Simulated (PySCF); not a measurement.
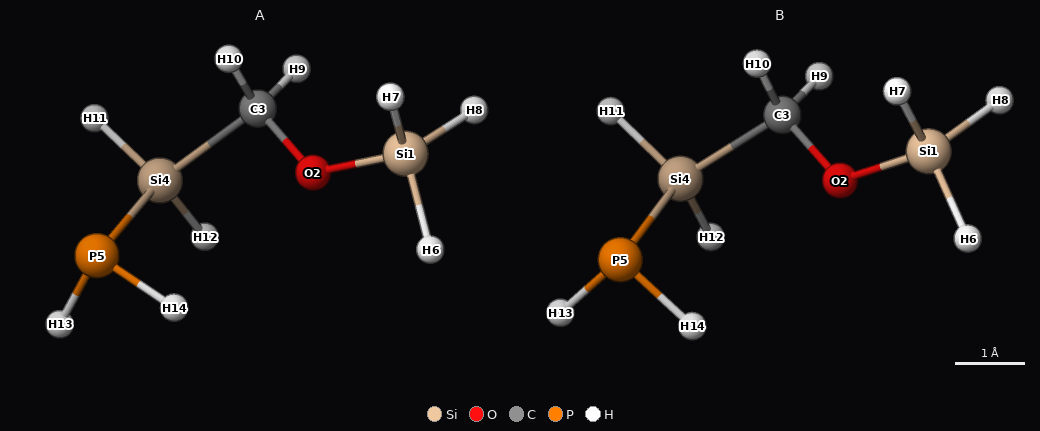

Two geometries of CH$_{9}$OPSi$_{2}$, drawn at one scale. One is the start of a relaxation, the other its converged end. A ball-and-stick model, seen from a free direction.

All numbers below come from PBE0-D3(BJ)/def2-SVP geometry optimisation, gas phase (PySCF 2.14.0, density-fitted response routines). 

Question: Which one is relaxed?

Answer: Structure B is the relaxed one. The start comes from GFN2-xTB. Its atoms were then displaced at random by about 0.01 Å. The energy falls by 34.8 kJ/mol in 11 geometry steps. The atom that moves furthest after the best rigid fit is H6 (0.38 Å). By element the largest moves are H 0.38 Å, O 0.18 Å, C 0.13 Å, P 0.11 Å, Si 0.08 Å. Some distances before and after: Si1–O2 1.592 → 1.669 Å, P5–H13 1.370 → 1.429 Å, C3–Si4 1.954 → 1.899 Å, Si4–P5 2.211 → 2.261 Å. Among the angles between lasting bonds that change: O2–Si1–H6 99.2° → 106.4°, Si1–O2–C3 127.5° → 122.6°, C3–Si4–H12 105.8° → 110.1°. Cost: 84 s on 1 thread of Arm Neoverse V1, on a shared host.
